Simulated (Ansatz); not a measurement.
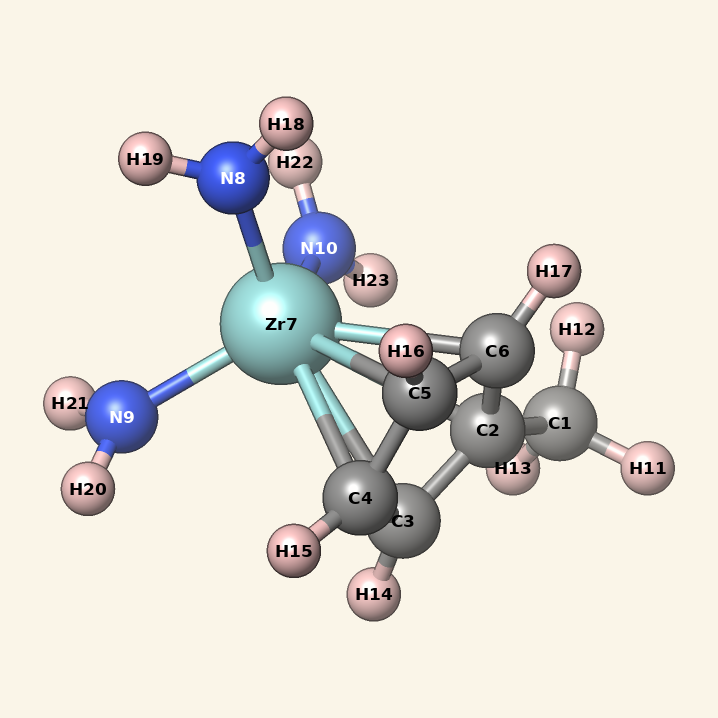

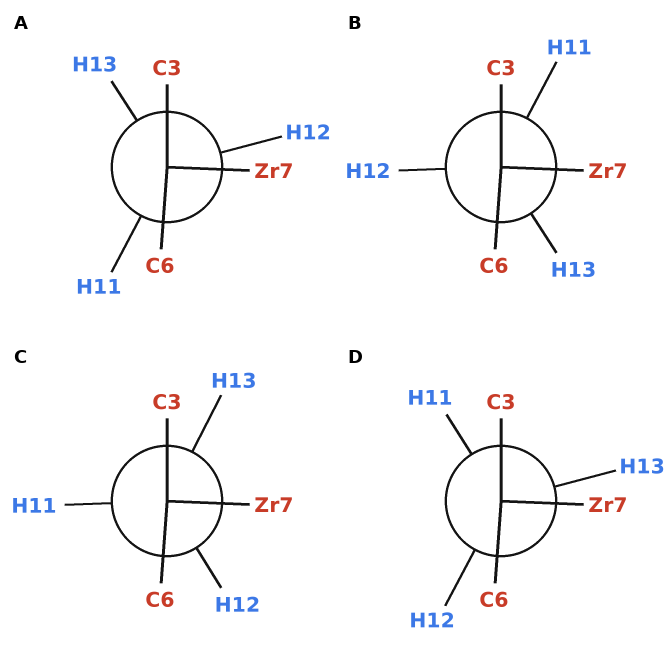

Atoms fade into the background with distance from the viewer. Bonds that would overlap in a projection are set slightly apart. Charge 0, singlet. The computed structure is the end point of a PBE0-D4/def2-TZVP optimisation. No frequency run is at hand to confirm it as a minimum.

**Which Newman projection shows the view along C2–C1, with C2 in front?**

C. The torsion angle Zr7–C2–C1–H11 is 175°, antiperiplanar (anti).
